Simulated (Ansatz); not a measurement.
**One shape, several levels: SnH3Cl (SMILES [Cl][SnH3])**

We compute a comparison of 5 runs (BHLYP/STO-3G, revPBE/STO-3G, MP2/STO-3G, CCSDT(Q)/STO-3G, UCCSD(T)/STO-3G) of SnH3Cl. 

The calculation is run with Ansatz 0.2.0.

59 further runs of the same task are left out: 8 that didn't finish, 51 set aside as unsound or not needed.

## Step 1: The molecule

SnH3Cl: 5 atoms, total charge 0, spin state singlet. As SMILES, `[Cl][SnH3]`. The H4–Sn2 distance was set to 2.125 Å, away from the relaxed value.

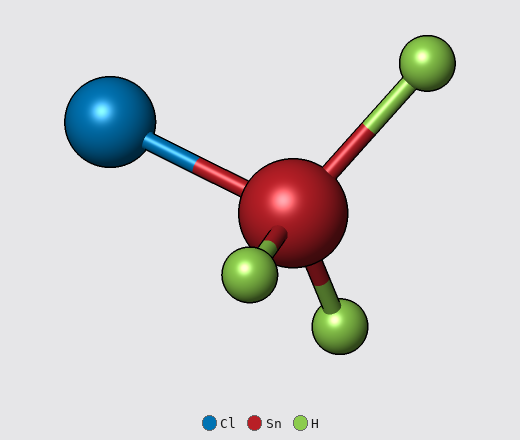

Viewed from a chosen angle; chlorine blue, tin red, hydrogen green.

## Step 2: A single-point energy at BHLYP/STO-3G (run 1)

Input file input.yaml:

```yaml
basis:
  gaussian:
    orbitals: STO-3G
crystal:
  periodic: [false, false, false]
  atoms:
    - symbol: Cl
      position_ang: [-1.927856, 0.744851, 0.977747]
    - symbol: Sn
      position_ang: [0.080444, 0.367951, -0.149653]
    - symbol: H
      position_ang: [-0.208956, 0.775351, -1.774553]
    - symbol: H
      position_ang: [0.522700, -1.694200, 0.111100]
    - symbol: H
      position_ang: [1.229744, 1.382351, 0.585247]
hamiltonian:
  xc: {name: BHLYP}
accuracy: high
```

The run is started by

```
$ ansatz run input.yaml --threads 1 --pin off --max-ram 2610MiB --events-out events.jsonl --progress --plain --runs-dir runs
```

What it wrote:

```text
Warning: RAYON_NUM_THREADS=1 ignored (pool sized by the plan → 1); use --threads N
Functional definition: BHLYP
  name "BHLYP"
  parameter a = 0.5
  exchange = (1 - a)*b88_x + a*exact_x
  correlation = lyp_c
710 factors; integrals over basis functions are off by at most 4.6e-9 eV
mean field evaluation 1: about -174765.0391 eV, gradient 1.2e1 eV
mean field evaluation 2: about -174765.8720 eV, gradient 4.5e0 eV
mean field evaluation 4: about -174765.9874 eV, gradient 3.6e-1 eV
mean field evaluation 8: about -174765.9334 eV, gradient 4.2e-4 eV
mean field -174765.93337382 eV, -6422.5295908835 hartree, gradient 9.6e-8 eV, S^2 0.000000; 0 other end points of the search recorded, 0 dependent functions left out
reference -174765.93339357 eV, -6422.5295916093 hartree; 35, 35 occupied and 4, 4 virtual orbitals, 710 factors
Total energy: -174765.93339357 eV, -6422.5295916093 hartree
```

Wall time 2.4 s (1 thread of Arm Neoverse V1, shared host); peak memory 0.13 GiB.

## Step 3: The energy at revPBE/STO-3G (run 2)

Input file run.yaml:

```yaml
crystal:
  periodic: [false, false, false]
  atoms:
    - {symbol: Cl, position_ang: [-1.927856, 0.744851, 0.977747]}
    - {symbol: Sn, position_ang: [0.080444, 0.367951, -0.149653]}
    - {symbol: H, position_ang: [-0.208956, 0.775351, -1.774553]}
    - {symbol: H, position_ang: [0.522700, -1.694200, 0.111100]}
    - {symbol: H, position_ang: [1.229744, 1.382351, 0.585247]}
basis:
  gaussian:
    orbitals: STO-3G
hamiltonian:
  xc: {name: revPBE}
accuracy: high
```

The run is started by

```
$ ansatz run run.yaml --threads 1 --pin off --max-ram 2610MiB --events-out events.jsonl --progress --plain --runs-dir runs
```

What it wrote:

```text
Warning: RAYON_NUM_THREADS=1 ignored (pool sized by the plan → 1); use --threads N
Functional definition: revPBE
  name "revPBE"
  parameter kappa = 1.245
  parameter beta = 0.06672455060314922
  exchange = pbe_x(kappa = kappa, mu = beta*pi^2/3)
  correlation = pbe_c(beta = beta)
710 factors; integrals over basis functions are off by at most 4.6e-9 eV
mean field evaluation 1: about -174747.3432 eV, gradient 1.7e1 eV
mean field evaluation 2: about -174747.0282 eV, gradient 1.8e1 eV
mean field evaluation 4: about -174748.8717 eV, gradient 5.2e-1 eV
mean field evaluation 8: about -174748.7769 eV, gradient 1.9e-3 eV
mean field evaluation 16: about -174748.7769 eV, gradient 1.9e-8 eV
mean field -174748.77686055 eV, -6421.8991006500 hartree, gradient 1.9e-8 eV, S^2 0.000000; 0 other end points of the search recorded, 0 dependent functions left out
reference -174748.77686290 eV, -6421.8991007365 hartree; 35, 35 occupied and 4, 4 virtual orbitals, 710 factors
Total energy: -174748.77686290 eV, -6421.8991007365 hartree
```

It took 2.4 s on 1 thread of Arm Neoverse V1, shared host; peak memory 0.11 GiB.

Runs 3 to 4 aren't shown in full; the table further down has their settings and results.

## Step 4: A single-point energy at UCCSD(T)/STO-3G (run 5)

Input file job.yaml:

```yaml
crystal:
  periodic: [false, false, false]
  atoms:
    - {symbol: Cl, position_ang: [-1.927856, 0.744851, 0.977747]}
    - {symbol: Sn, position_ang: [0.080444, 0.367951, -0.149653]}
    - {symbol: H, position_ang: [-0.208956, 0.775351, -1.774553]}
    - {symbol: H, position_ang: [0.522700, -1.694200, 0.111100]}
    - {symbol: H, position_ang: [1.229744, 1.382351, 0.585247]}
basis:
  gaussian:
    orbitals: STO-3G
magnetization:
  spin_polarized: true
  initial_magnetization: 0
correlation:
  method: ccsd_t
  frozen_orbitals: {Cl: 5, H: 0, Sn: 18}
scf:
  omitted_lower_state_checks: [cluster_reference, increment]
accuracy: high
```

The run is started by

```
$ ansatz run job.yaml --threads 1 --pin off --max-ram 2610MiB --events-out events.jsonl --progress --plain --runs-dir runs
```

What it wrote, cut to the lines that bear on the results:

```text
Warning: RAYON_NUM_THREADS=1 ignored (pool sized by the plan → 1); use --threads N
Functional definition: HF
  name "HF"
[...]
710 factors; integrals over basis functions are off by at most 4.6e-9 eV
[...]
mean field -174687.26082934 eV, -6419.6384282001 hartree, gradient 6.2e-9 eV, S^2 0.000000; 2 other end points of the search recorded, 0 dependent functions left out
23 core orbitals not correlated: weight in the atoms' cores, before any rotation towards them, 1.000 or more for the frozen orbitals, at most 0.000 for the correlated occupied ones
reference -174687.26082934 eV, -6419.6384282001 hartree; 12, 12 occupied and 4, 4 virtual orbitals, 710 factors
second order -1.27817062 eV of doubles, -0.00000000 eV of singles
cycle   1  -1.71138506 eV  change   -4.3e-1 eV  update   6.8e-2
[...]
cycle  19  -1.99695222 eV  change   -1.4e-9 eV  update   3.0e-9
perturbative correction -0.02076910 eV, -0.0007632505 hartree
Total energy: -174689.27855067 eV, -6419.7125780911 hartree
Checks for a lower state left out: cluster_reference, increment
```

It took 1.3 s on 1 thread of Arm Neoverse V1, shared host; peak memory 0.13 GiB.

## Step 5: The series

```tsv
run	level	frozen core orbitals	energy (Eh)	wall time
1	BHLYP/STO-3G	–	-6422.529592	2.4 s
2	revPBE/STO-3G	–	-6421.899101	2.4 s
3	MP2/STO-3G	23	-6419.685400	0.75 s
4	CCSDT(Q)/STO-3G	23	-6419.712922	1.6 s
5	UCCSD(T)/STO-3G	23	-6419.712578	1.3 s
```

## Step 6: Results

```
                                           quantity           value
                                run 5: total energy  -6419.71258 Eh
run 5: correlation energy (23 core orbitals frozen)       -74.1 mEh
                              run 5: (T) correction       -0.76 mEh
                               run 5: T1 diagnostic           0.005
```

In words: Totals of different functionals can't be ranked against each other. In runs 1, 2, 3, 4, 5 the basis is minimal, so the values are rough. In runs 1, 2, 3, 4, 5 relativity is left out where basis or elements ask for it. All runs together took 8.5 s, the longest 2.4 s.
